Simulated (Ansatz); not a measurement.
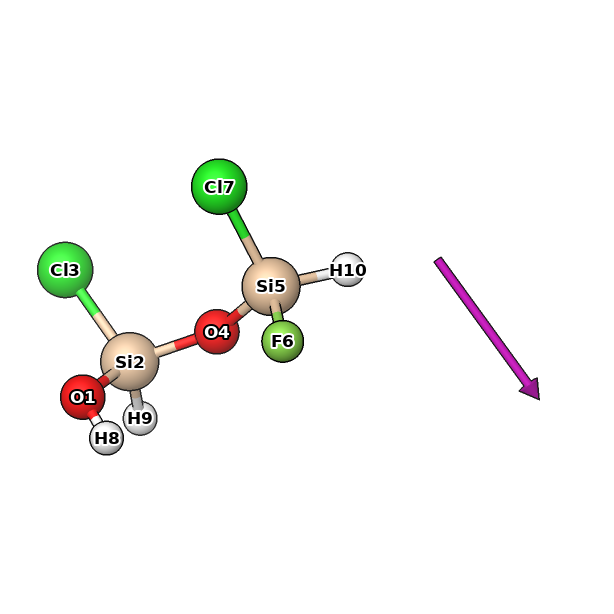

The arrow beside the molecule shows the direction of the dipole moment, from the negative to the positive end (its length means nothing). Computed geometry: PBE0-D4/def2-TZVP optimisation. No frequency run is at hand to confirm it as a minimum. Properties computed with RKS B3LYP-D4/def2-TZVPP (Ansatz 0.2.0).

### How large is the dipole moment?

2.07 D; it points from the side of Cl3, Cl7 to the side of H9 (the outermost atoms at the two ends).
